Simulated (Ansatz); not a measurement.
C2H9AlClN

Input file:

```
crystal:
  periodic: [false, false, false]
  atoms:
    - { symbol: Al, position_ang: [-1.598051, 0.715747, 0.640476] }
    - { symbol: "N", position_ang: [-0.167774, -0.259535, -0.10092] }
    - { symbol: C, position_ang: [0.544916, -1.316329, 0.637595] }
    - { symbol: C, position_ang: [0.176673, -0.212806, -1.532082] }
    - { symbol: H, position_ang: [-2.347403, 1.701848, -0.36201] }
    - { symbol: H, position_ang: [-1.886743, 0.414128, 2.178029] }
    - { symbol: H, position_ang: [1.033487, 1.577672, 0.61213] }
    - { symbol: Cl, position_ang: [1.222961, 2.77611, 1.166172] }
    - { symbol: H, position_ang: [0.280388, -1.282612, 1.699316] }
    - { symbol: H, position_ang: [0.293682, -2.316233, 0.253727] }
    - { symbol: H, position_ang: [1.634985, -1.198105, 0.552853] }
    - { symbol: H, position_ang: [-0.353357, 0.608385, -2.024905] }
    - { symbol: H, position_ang: [-0.089813, -1.149952, -2.043306] }
    - { symbol: H, position_ang: [1.255948, -0.058318, -1.677176] }
magnetization:
  spin_polarized: true
basis:
  gaussian: { orbitals: "6-31G" }
hamiltonian:
  xc: b3lyp
  dispersion: d4
relax:
  f_tol: 0.03
  max_steps: 50
output:
  orbitals: {}
```

Launched as:

```sh
ansatz run input.yaml --threads 2 --pin off --max-ram 3072MiB --backend cpu --events-out ev --progress --plain --runs-dir out
```

The fields are those of the run's last geometry, not of the input's.

Computed with UKS B3LYP-D4/6-31G (Ansatz 0.2.0).

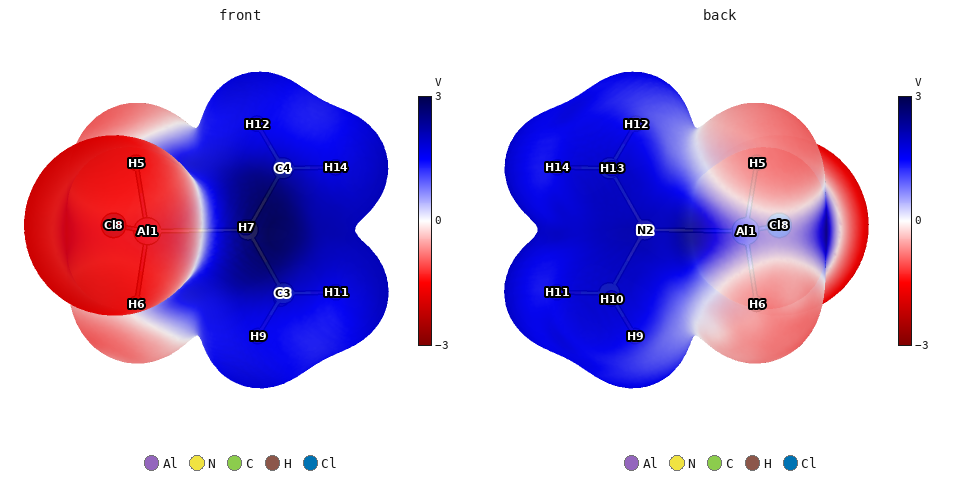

Figure 1. The molecular electrostatic potential painted on the density surface at 0.004 e/bohr³, seen from the front and from behind; red is negative and blue positive.

Which sites attract a positive test charge, and which a negative one?

A positive charge is drawn to the negative regions and a negative charge to the positive ones. The most negative region (about −1.9 V) lies over Cl8, the most positive (about +2.9 V) over H7.

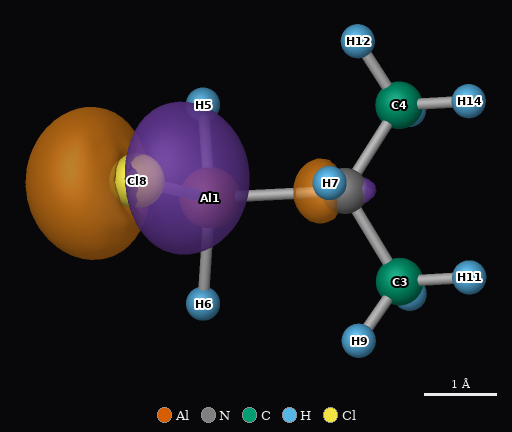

Figure 2. The HOMO−1 at ±0.15 Å⁻³ᐟ² (orange and purple are the two phases), seen across its widest extent.

What is the character of this orbital?

By Hirshfeld shares it lies mainly on Cl8 (about 90 %); largely a lone pair of Cl8. Its energy is −7.57 eV.

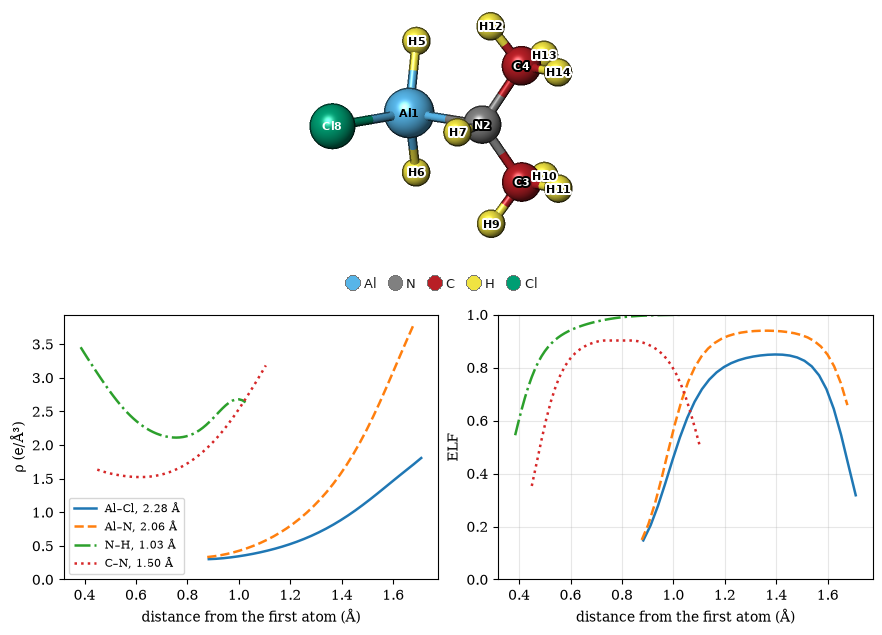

Figure 3. Total electron density and ELF along straight lines between neighbouring atoms. The curves leave out the atomic cores. The structure is drawn too.

Compare the contacts.

Al–Cl (2.28 Å): the density is about 0.46 e/Å³ at the midpoint; the ELF peaks at about 0.85 in the valence shell of Cl, 0.9 Å from its nucleus, and is about 0.75 at the midpoint.
Al–N (2.06 Å): ρ at the midpoint is about 0.47 e/Å³; the ELF peaks at about 0.95 in the valence shell of N, 0.7 Å from its nucleus, and is about 0.70 at the midpoint.
N–H (1.03 Å): the density is about 2.7 e/Å³ at the midpoint; the ELF climbs to about 1 towards the hydrogen, as it does in any bond to H (an ordinary covalent bond to hydrogen).
C–N (1.50 Å): ρ is about 1.6 e/Å³ halfway; the ELF peaks at about 0.90 between the atoms (localised, covalent bonding).

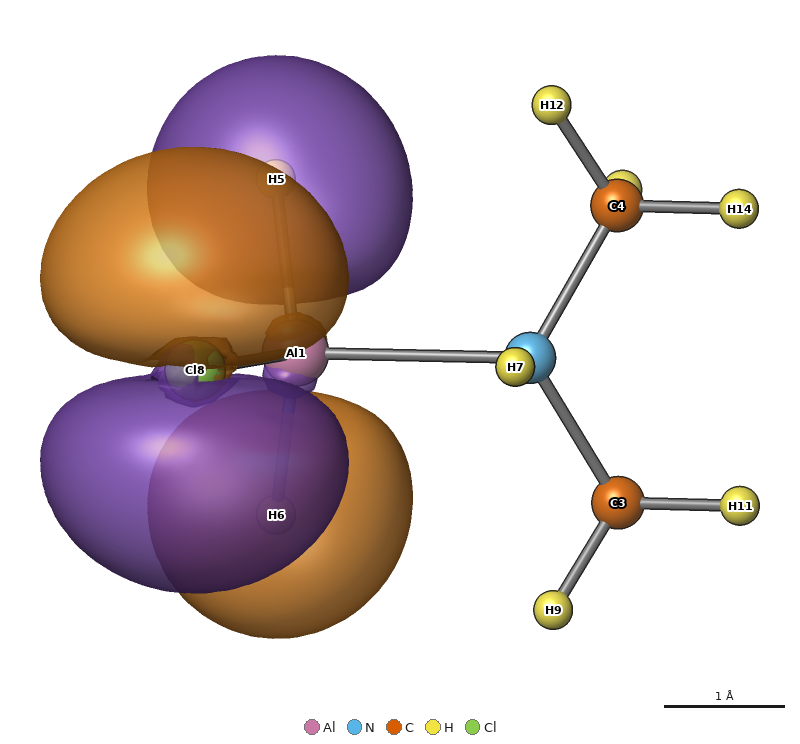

Figure 4. The HOMO at ±0.08 Å⁻³ᐟ² (orange and purple are the two phases), seen across its widest extent.

Where does this orbital lie, and at what energy?

Its weight (Hirshfeld) is mainly on Cl8 (about 65 %), Al1 (about 10 %), H5 (about 10 %) and H6 (about 10 %). Its energy is −7.18 eV.
